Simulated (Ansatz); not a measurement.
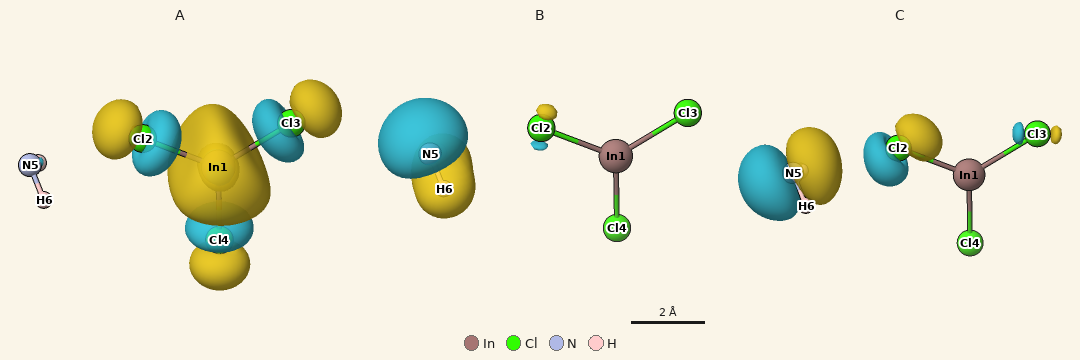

The picture shows: Cl3In···NH2 (doublet). Three frontier orbitals at ±0.1 Å⁻³ᐟ² (yellow and cyan are the two phases), in no order.

Core potentials replace the inner electrons of In.

The calculation used Ansatz, UKS B3LYP-D4/def2-SVP.

```xyz
7

In    0.2598   -0.0145    0.1160
Cl    1.0729   -0.2906    2.2929
Cl    1.7095   -0.1108   -1.7125
Cl   -2.0259    0.3663   -0.1980
N     0.0106   -0.0882    5.2369
H    -0.7275   -0.7018    4.8436
H    -0.2994    0.8395    4.8912
```

### Which picture is the HOMO−1, the HOMO and the LUMO? All are α orbitals.

B is the HOMO−1 (α) (−8.56 eV). Its weight (Hirshfeld) is mainly on N5 (about 80 %), H7 (about 10 %) and H6 (about 10 %); largely a lone pair of N5. C is the HOMO (α) (−8.09 eV). It lies mainly on N5 (about 75 %) and Cl2 (about 10 %); largely a lone pair of N5. A is the LUMO (α) (−3.43 eV). It lies mainly on In1 (about 45 %), Cl2 (about 20 %), Cl3 (about 20 %) and Cl4 (about 15 %).

### What is the gap between the highest occupied and lowest empty α orbitals?

4.66 eV between the orbital energies.
